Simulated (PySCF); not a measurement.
# C4H8BCl: NMR shifts at several levels of theory, part 2 of 2

PySCF 2.14.0. Atoms count from 0. Earlier steps stand in the parts before.

**8. Nuclear shieldings: CAM-B3LYP/pcSseg-1**

What the job is given:

```
{"job": {"kind": "nmr", "xc": "CAM-B3LYP", "basis": "pcSseg-1", "pop": false}, "charge": 0, "multiplicity": 1}
B     -1.987808     0.662711     1.024051
C     -1.169505    -0.151014    -0.023078
C      0.295773    -0.382856     0.296193
Cl     1.001205    -1.583782    -0.870715
C      1.102874     0.871216     0.226015
C      1.735058     1.414002     1.266509
H     -1.585098     0.822294     2.154329
H     -3.082464     1.084409     0.730089
H     -1.705517    -1.125503    -0.047326
H     -1.292159     0.241556    -1.047172
H      0.404501    -0.845990     1.287256
H      1.130574     1.358077    -0.756436
H      1.723580     0.939272     2.252676
H      2.286878     2.352415     1.170527
```

With the program's defaults for keys left out, this is: GIAO CAM-B3LYP/pcSseg-1 NMR shielding, non-relativistic, gas phase.

The log of the run:

```text
coarse grid: 12016 points
cycle   1  E = -642.0238128362  dE =  5.357e-01  |g| = 3.595e-01  |ddm| = 3.127e+00
cycle   2  E = -642.0381420930  dE = -1.433e-02  |g| = 3.315e-01  |ddm| = 6.862e-01
cycle   3  E = -642.0618132751  dE = -2.367e-02  |g| = 5.032e-02  |ddm| = 2.987e-01
cycle   4  E = -642.0623074351  dE = -4.942e-04  |g| = 2.973e-02  |ddm| = 6.970e-02
cycle   5  E = -642.0625253136  dE = -2.179e-04  |g| = 5.961e-03  |ddm| = 2.870e-02
cycle   6  E = -642.0625339324  dE = -8.619e-06  |g| = 1.957e-03  |ddm| = 7.060e-03
final grid: 110768 points
cycle   7  E = -642.1048430864  dE = -2.201e-05  |g| = 3.355e-03  |ddm| = 1.399e-02
cycle   8  E = -642.1048427226  dE =  3.638e-07  |g| = 3.645e-03  |ddm| = 5.455e-03
cycle   9  E = -642.1048459290  dE = -3.206e-06  |g| = 4.559e-04  |ddm| = 2.984e-03
cycle  10  E = -642.1048459747  dE = -4.573e-08  |g| = 1.561e-04  |ddm| = 4.535e-04
cycle  11  E = -642.1048459810  dE = -6.275e-09  |g| = 2.094e-05  |ddm| = 1.507e-04
cycle  12  E = -642.1048459811  dE = -1.297e-10  |g| = 6.234e-06  |ddm| = 3.678e-05
converged SCF energy = -642.1048459811

GIAO shielding tensors (ppm)
atom      isotropic    diamagn.    paramagn.     s11        s22        s33       span
  0 B        7.329     191.125    -183.796    -68.703    -34.065    124.754    193.457
  1 C      133.380     249.837    -116.457     96.839    145.922    157.379     60.540
  2 C      113.903     244.376    -130.473     92.038    109.053    140.619     48.582
  3 Cl     717.428    1147.898    -430.470    475.710    626.719   1049.855    574.145
  4 C       28.245     255.992    -227.747   -100.805     47.568    137.971    238.776
  5 C       57.704     253.084    -195.380    -55.105     73.114    155.101    210.206
  6 H       23.850      28.921      -5.071     15.962     26.744     28.845     12.883
  7 H       23.789      28.074      -4.285     17.683     26.523     27.162      9.480
  8 H       29.674      29.531       0.144     25.088     28.908     35.026      9.937
  9 H       28.608      30.484      -1.877     25.080     27.636     33.107      8.027
 10 H       26.971      32.091      -5.119     23.255     25.591     32.069      8.813
 11 H       25.520      31.211      -5.691     22.796     24.608     29.156      6.360
 12 H       25.853      30.645      -4.792     22.217     25.151     30.190      7.973
 13 H       26.105      28.219      -2.114     23.567     24.889     29.859      6.293
```

Run time: 17 s. Hardware: 1 thread of Arm Neoverse V2, shared host; peak memory 0.88 GiB.

In short: δ C4 154.2, C5 124.7, C2 68.5, C1 49.1, H6 7.51, H11 5.81 ppm (means over like atoms).

**9. Shielding tensors: wB97X-D/pcSseg-1**

Settings changed since step 8:

```diff
@@ -1,2 +1,2 @@
-{"job": {"kind": "nmr", "xc": "CAM-B3LYP", "basis": "pcSseg-1", "pop": false}, "charge": 0, "multiplicity": 1}
+{"job": {"kind": "nmr", "xc": "wB97X-D", "basis": "pcSseg-1", "pop": false}, "charge": 0, "multiplicity": 1}
 B     -1.987808     0.662711     1.024051
```

Level: GIAO wB97X-D/pcSseg-1 NMR shielding, non-relativistic, gas phase.

The log of the run:

```text
coarse grid: 12016 points
cycle   1  E = -642.0608081049  dE =  5.846e-01  |g| = 3.526e-01  |ddm| = 3.114e+00
cycle   2  E = -642.0797088981  dE = -1.890e-02  |g| = 3.024e-01  |ddm| = 6.877e-01
cycle   3  E = -642.0996687083  dE = -1.996e-02  |g| = 4.500e-02  |ddm| = 2.816e-01
cycle   4  E = -642.1001623024  dE = -4.936e-04  |g| = 2.455e-02  |ddm| = 6.829e-02
cycle   5  E = -642.1003174745  dE = -1.552e-04  |g| = 5.269e-03  |ddm| = 2.636e-02
cycle   6  E = -642.1003255030  dE = -8.029e-06  |g| = 1.724e-03  |ddm| = 8.316e-03
final grid: 110768 points
cycle   7  E = -642.1397786679  dE = -1.633e-04  |g| = 4.537e-03  |ddm| = 4.037e-02
cycle   8  E = -642.1397827474  dE = -4.080e-06  |g| = 3.321e-03  |ddm| = 1.022e-02
cycle   9  E = -642.1397850796  dE = -2.332e-06  |g| = 7.633e-04  |ddm| = 3.448e-03
cycle  10  E = -642.1397852355  dE = -1.559e-07  |g| = 3.882e-04  |ddm| = 1.230e-03
cycle  11  E = -642.1397852766  dE = -4.111e-08  |g| = 6.663e-05  |ddm| = 4.503e-04
cycle  12  E = -642.1397852792  dE = -2.584e-09  |g| = 2.300e-05  |ddm| = 1.564e-04
cycle  13  E = -642.1397852796  dE = -3.490e-10  |g| = 9.381e-06  |ddm| = 4.226e-05
converged SCF energy = -642.1397852796

GIAO shielding tensors (ppm)
atom      isotropic    diamagn.    paramagn.     s11        s22        s33       span
  0 B       18.734     191.169    -172.435    -51.806    -18.716    126.723    178.528
  1 C      138.039     250.991    -112.952    103.981    149.039    161.099     57.118
  2 C      116.917     245.055    -128.138     94.722    112.017    144.012     49.290
  3 Cl     725.756    1147.900    -422.144    487.514    637.927   1051.825    564.311
  4 C       33.395     256.901    -223.506    -92.683     51.812    141.057    233.739
  5 C       60.887     253.779    -192.891    -49.661     75.435    156.889    206.550
  6 H       24.100      28.910      -4.809     16.615     26.805     28.881     12.266
  7 H       24.049      28.131      -4.082     18.341     26.585     27.221      8.880
  8 H       29.723      29.714       0.009     25.116     28.888     35.165     10.049
  9 H       28.704      30.627      -1.923     25.114     27.743     33.256      8.141
 10 H       27.016      32.160      -5.143     23.306     25.647     32.096      8.790
 11 H       25.537      31.237      -5.700     22.886     24.632     29.092      6.207
 12 H       25.853      30.564      -4.711     22.164     25.179     30.217      8.053
 13 H       26.091      28.279      -2.189     23.529     24.906     29.837      6.308
```

Run time: 17 s. Hardware: 1 thread of Arm Neoverse V2, shared host; peak memory 0.86 GiB.

This run: δ C4 151.1, C5 123.7, C2 67.6, C1 46.5, H6 7.31, H11 5.84 ppm (means over like atoms).

**10. NMR shieldings: LC-wPBE/pcSseg-1**

Settings changed since step 9:

```diff
@@ -1,2 +1,2 @@
-{"job": {"kind": "nmr", "xc": "wB97X-D", "basis": "pcSseg-1", "pop": false}, "charge": 0, "multiplicity": 1}
+{"job": {"kind": "nmr", "xc": "LC-wPBE", "basis": "pcSseg-1", "pop": false}, "charge": 0, "multiplicity": 1}
 B     -1.987808     0.662711     1.024051
```

Level: GIAO LC-wPBE/pcSseg-1 NMR shielding, non-relativistic, gas phase.

The log of the run:

```text
coarse grid: 12016 points
cycle   1  E = -641.8499024320  dE =  6.988e-01  |g| = 3.897e-01  |ddm| = 3.100e+00
cycle   2  E = -641.8798486331  dE = -2.995e-02  |g| = 3.124e-01  |ddm| = 7.235e-01
cycle   3  E = -641.9009678862  dE = -2.112e-02  |g| = 4.645e-02  |ddm| = 2.881e-01
cycle   4  E = -641.9016957376  dE = -7.279e-04  |g| = 2.191e-02  |ddm| = 8.272e-02
cycle   5  E = -641.9018259451  dE = -1.302e-04  |g| = 6.327e-03  |ddm| = 2.769e-02
cycle   6  E = -641.9018390565  dE = -1.311e-05  |g| = 1.579e-03  |ddm| = 1.077e-02
cycle   7  E = -641.9018401590  dE = -1.102e-06  |g| = 5.542e-04  |ddm| = 3.576e-03
final grid: 110768 points
cycle   8  E = -641.9502881819  dE = -5.107e-05  |g| = 4.470e-03  |ddm| = 2.410e-02
cycle   9  E = -641.9502903266  dE = -2.145e-06  |g| = 2.798e-03  |ddm| = 6.083e-03
cycle  10  E = -641.9502922757  dE = -1.949e-06  |g| = 5.321e-04  |ddm| = 2.577e-03
cycle  11  E = -641.9502923325  dE = -5.679e-08  |g| = 1.616e-04  |ddm| = 5.655e-04
cycle  12  E = -641.9502923390  dE = -6.542e-09  |g| = 5.812e-05  |ddm| = 1.886e-04
cycle  13  E = -641.9502923400  dE = -9.301e-10  |g| = 1.178e-05  |ddm| = 6.241e-05
converged SCF energy = -641.9502923400

GIAO shielding tensors (ppm)
atom      isotropic    diamagn.    paramagn.     s11        s22        s33       span
  0 B        9.471     190.978    -181.507    -67.636    -34.214    130.262    197.897
  1 C      143.180     251.138    -107.958    108.541    156.005    164.993     56.453
  2 C      124.665     244.539    -119.873    103.433    119.632    150.931     47.497
  3 Cl     746.734    1147.739    -401.005    517.410    662.550   1060.242    542.832
  4 C       35.191     256.626    -221.435    -96.335     54.525    147.383    243.718
  5 C       60.177     253.621    -193.444    -57.263     75.559    162.233    219.496
  6 H       23.743      28.658      -4.915     15.741     26.631     28.856     13.115
  7 H       23.664      27.939      -4.276     17.483     26.466     27.043      9.560
  8 H       29.717      29.725      -0.008     24.827     28.883     35.442     10.614
  9 H       28.646      30.568      -1.923     24.774     27.686     33.478      8.704
 10 H       27.044      32.064      -5.020     23.172     25.590     32.368      9.196
 11 H       25.455      31.087      -5.632     22.931     24.386     29.049      6.118
 12 H       25.675      30.408      -4.732     21.780     24.979     30.267      8.488
 13 H       25.881      28.218      -2.337     23.172     24.735     29.737      6.566
```

Run time: 22 s. Hardware: 1 thread of Arm Neoverse V2, shared host; peak memory 0.76 GiB.

Key values: δ C4 153.4, C5 128.4, C2 63.9, C1 45.4, H6 7.62, H11 5.87 ppm (means over like atoms).

**11. NMR shieldings: PBE0/6-31G**

Settings changed since step 10:

```diff
@@ -1,2 +1,2 @@
-{"job": {"kind": "nmr", "xc": "LC-wPBE", "basis": "pcSseg-1", "pop": false}, "charge": 0, "multiplicity": 1}
+{"job": {"kind": "nmr", "xc": "PBE0", "basis": "6-31G", "pop": true}, "charge": 0, "multiplicity": 1}
 B     -1.987808     0.662711     1.024051
```

With the program's defaults for keys left out, this is: GIAO PBE0/6-31G NMR shielding, non-relativistic, gas phase.

The log of the run:

```text
coarse grid: 12016 points
cycle   1  E = -641.7961254906  dE =  4.537e-01  |g| = 3.430e-01  |ddm| = 3.313e+00
cycle   2  E = -641.8005278680  dE = -4.402e-03  |g| = 3.420e-01  |ddm| = 8.936e-01
cycle   3  E = -641.8311643570  dE = -3.064e-02  |g| = 5.235e-02  |ddm| = 3.877e-01
cycle   4  E = -641.8317415719  dE = -5.772e-04  |g| = 2.591e-02  |ddm| = 8.007e-02
cycle   5  E = -641.8319143020  dE = -1.727e-04  |g| = 7.286e-03  |ddm| = 3.256e-02
cycle   6  E = -641.8319282248  dE = -1.392e-05  |g| = 1.237e-03  |ddm| = 7.530e-03
cycle   7  E = -641.8319286407  dE = -4.160e-07  |g| = 4.409e-04  |ddm| = 2.534e-03
final grid: 110768 points
cycle   8  E = -641.7808737324  dE = -1.484e-05  |g| = 6.294e-03  |ddm| = 1.906e-02
cycle   9  E = -641.7808711441  dE =  2.588e-06  |g| = 7.074e-03  |ddm| = 1.612e-02
cycle  10  E = -641.7808850915  dE = -1.395e-05  |g| = 9.695e-04  |ddm| = 9.221e-03
cycle  11  E = -641.7808853444  dE = -2.528e-07  |g| = 1.915e-04  |ddm| = 1.208e-03
cycle  12  E = -641.7808853538  dE = -9.381e-09  |g| = 6.377e-05  |ddm| = 2.553e-04
cycle  13  E = -641.7808853548  dE = -1.090e-09  |g| = 1.623e-05  |ddm| = 7.761e-05
cycle  14  E = -641.7808853549  dE = -7.310e-11  |g| = 2.969e-06  |ddm| = 1.871e-05
converged SCF energy = -641.7808853549

GIAO shielding tensors (ppm)
atom      isotropic    diamagn.    paramagn.     s11        s22        s33       span
  0 B       33.590     193.895    -160.305    -32.659     -4.410    137.838    170.497
  1 C      152.856     246.803     -93.947    119.822    163.975    174.771     54.949
  2 C      133.717     247.125    -113.408    109.520    130.049    161.582     52.062
  3 Cl     764.269    1146.359    -382.090    550.115    686.094   1056.600    506.485
  4 C       60.708     255.208    -194.500    -50.949     74.959    158.113    209.062
  5 C       85.060     256.835    -171.775    -10.618     93.652    172.145    182.762
  6 H       24.068      29.936      -5.868     16.077     27.154     28.972     12.896
  7 H       24.112      29.103      -4.991     17.816     26.286     28.233     10.416
  8 H       30.615      29.451       1.164     25.793     29.619     36.433     10.640
  9 H       29.413      29.724      -0.311     25.794     28.577     33.869      8.075
 10 H       27.762      32.720      -4.958     24.053     26.334     32.898      8.845
 11 H       26.333      30.337      -4.004     24.042     25.551     29.405      5.363
 12 H       26.882      31.404      -4.522     23.487     26.239     30.921      7.434
 13 H       27.181      29.031      -1.850     24.728     26.257     30.557      5.829
```

Run time: 6.6 s. Hardware: 1 thread of Arm Neoverse V2, shared host; peak memory 0.5 GiB.

Key values: δ C4 138.8, C5 114.5, C2 65.8, C1 46.7, H6 8.52, H11 6.28 ppm (means over like atoms).

**12. Shielding tensors: PBE0/STO-3G**

Settings changed since step 11:

```diff
@@ -1,2 +1,2 @@
-{"job": {"kind": "nmr", "xc": "PBE0", "basis": "6-31G", "pop": true}, "charge": 0, "multiplicity": 1}
+{"job": {"kind": "nmr", "xc": "PBE0", "basis": "STO-3G", "pop": true}, "charge": 0, "multiplicity": 1}
 B     -1.987808     0.662711     1.024051
```

Method: GIAO PBE0/STO-3G NMR shielding, non-relativistic, gas phase.

The log of the run:

```text
coarse grid: 12016 points
cycle   1  E = -634.6862224454  dE =  1.263e-01  |g| = 2.776e-01  |ddm| = 4.580e+00
cycle   2  E = -634.6999717195  dE = -1.375e-02  |g| = 2.561e-01  |ddm| = 9.027e-01
cycle   3  E = -634.7210107555  dE = -2.104e-02  |g| = 3.236e-02  |ddm| = 3.859e-01
cycle   4  E = -634.7212598114  dE = -2.491e-04  |g| = 1.804e-02  |ddm| = 6.077e-02
cycle   5  E = -634.7213510424  dE = -9.123e-05  |g| = 5.419e-03  |ddm| = 2.645e-02
cycle   6  E = -634.7213596906  dE = -8.648e-06  |g| = 1.028e-03  |ddm| = 7.441e-03
final grid: 110768 points
cycle   7  E = -634.6883570229  dE = -6.156e-06  |g| = 3.162e-03  |ddm| = 1.214e-02
cycle   8  E = -634.6883564262  dE =  5.967e-07  |g| = 3.522e-03  |ddm| = 8.911e-03
cycle   9  E = -634.6883602109  dE = -3.785e-06  |g| = 8.547e-04  |ddm| = 5.098e-03
cycle  10  E = -634.6883604347  dE = -2.238e-07  |g| = 1.074e-04  |ddm| = 1.107e-03
cycle  11  E = -634.6883604385  dE = -3.773e-09  |g| = 1.378e-05  |ddm| = 1.600e-04
cycle  12  E = -634.6883604386  dE = -6.128e-11  |g| = 2.898e-06  |ddm| = 2.311e-05
converged SCF energy = -634.6883604386

GIAO shielding tensors (ppm)
atom      isotropic    diamagn.    paramagn.     s11        s22        s33       span
  0 B       39.617     195.397    -155.780    -31.076     -3.752    153.679    184.755
  1 C      202.602     243.284     -40.683    183.387    207.671    216.747     33.360
  2 C      174.329     245.581     -71.252    150.597    169.137    203.252     52.655
  3 Cl     951.840    1128.296    -176.456    854.415    892.055   1109.050    254.636
  4 C      123.057     253.447    -130.390     33.889    131.337    203.945    170.055
  5 C      128.473     252.860    -124.388     41.141    133.961    210.316    169.175
  6 H       25.464      31.074      -5.610     17.840     27.942     30.611     12.770
  7 H       25.208      29.540      -4.332     19.447     27.796     28.382      8.935
  8 H       31.013      29.539       1.474     25.112     29.246     38.681     13.569
  9 H       30.058      30.885      -0.827     25.013     28.669     36.492     11.479
 10 H       28.926      32.717      -3.790     24.812     26.714     35.252     10.441
 11 H       27.229      31.943      -4.714     24.903     26.652     30.131      5.228
 12 H       27.284      31.455      -4.170     23.677     25.875     32.302      8.625
 13 H       27.233      29.392      -2.159     24.611     25.701     31.388      6.777
```

Run time: 3.3 s. Hardware: 1 thread of Arm Neoverse V2, shared host; peak memory 0.37 GiB.

In short: δ C4 111.6, C5 106.2, C2 60.4, C1 32.1, H6 7.27, H11 5.38 ppm (means over like atoms).

**13. Comparing the runs: NMR shifts**

Shifts (ppm) of some atoms, chosen among heavy atoms and hydrogens apart, means over like atoms, with basis size and wall time:

| run | C4 | C5 | C2 | C1 | H6 | H10 | Cl3 | functions | time |
| --- | --- | --- | --- | --- | --- | --- | --- | --- | --- |
| PBE0/pcSseg-1 | 150.8 | 122.4 | 68.7 | 48.5 | 7.57 | 4.47 | 223 | 149 | 13 s |
| mPW1PW91/pcSseg-1 | 150.6 | 122.5 | 68.6 | 48.0 | 7.48 | 4.46 | 220 | 149 | 13 s |
| WP04/pcSseg-1 | 148.4 | 121.0 | 72.8 | 43.6 | 6.40 | 4.34 | 214 | 149 | 13 s |
| B97-2/pcSseg-1 | 147.2 | 119.3 | 68.3 | 46.5 | 7.31 | 4.45 | 217 | 149 | 13 s |
| BHandHLYP/pcSseg-1 | 152.2 | 123.6 | 67.4 | 46.3 | 7.19 | 4.34 | 198 | 149 | 12 s |
| CAM-B3LYP/pcSseg-1 | 154.2 | 124.7 | 68.5 | 49.1 | 7.51 | 4.36 | 221 | 149 | 17 s |
| wB97X-D/pcSseg-1 | 151.1 | 123.7 | 67.6 | 46.5 | 7.31 | 4.36 | 214 | 149 | 17 s |
| LC-wPBE/pcSseg-1 | 153.4 | 128.4 | 63.9 | 45.4 | 7.62 | 4.28 | 200 | 149 | 22 s |
| PBE0/6-31G | 138.8 | 114.5 | 65.8 | 46.7 | 8.52 | 4.85 | 167 | 74 | 6.6 s |
| PBE0/STO-3G | 111.6 | 106.2 | 60.4 | 32.1 | 7.27 | 3.68 | 74 | 42 | 3.3 s |

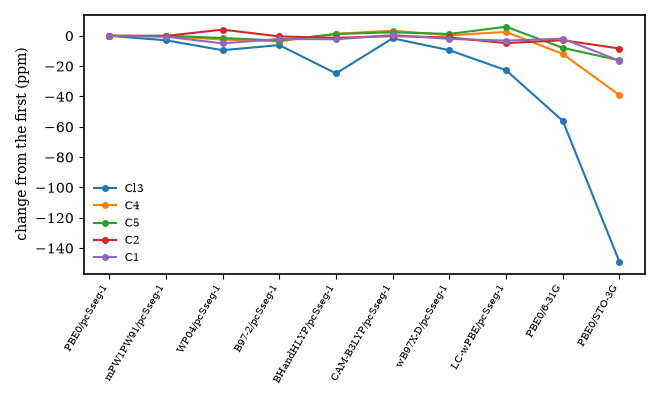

How five of the tabulated atoms move from run to run.

**14. What came out**

This closing draws on all 2 parts.

```
                                                              quantity                                             value
                                                           point group                                                C1
                                  rotational constants (main isotopes)                              3.14, 2.28, 1.42 GHz
                                ¹³C shifts against TMS (PBE0/pcSseg-1)                      150.8, 122.4, 68.7, 48.5 ppm
¹H shifts against TMS (PBE0/pcSseg-1, means over atoms taken as alike)      7.57, 5.87, 5.52, 5.27, 4.47, 2.81, 1.76 ppm
                           ¹¹B shifts against BF3·OEt2 (PBE0/pcSseg-1)                                          87.8 ppm
                               ³⁵Cl shifts against HCl (PBE0/pcSseg-1)                                           223 ppm
                       range of the shift of Cl3 (minimal bases aside)                                    167 to 223 ppm
                                         property runs in this session  10, of which 0 failed and 1 gave unsound results
```

In words: Single values in the summary come from the first sound run of each kind (PBE0/pcSseg-1), which need not be the best level. The start of the PBE0/def2-SVP relaxation was shaken at random by about 0.01 Å, so part of the energy gained, and of the first lengths quoted, undoes that. Over 12 steps the energy fell by 0.144 eV; of the close pairs, B0–H6 changed most, 1.170 to 1.210 Å. C4 (alkene CH) lies farthest downfield among carbon, at 150.8 ppm; as expected for a trigonal carbon in a double bond. At PBE0/pcSseg-1: The widest tensor belongs to Cl3: span 559 ppm, with a paramagnetic part of -427 ppm. Leaving out the minimal-basis runs, which are unusable for shieldings: Across the 9 runs the shift of Cl3 moves most, between 167 (PBE0/6-31G) and 223 ppm (PBE0/pcSseg-1).
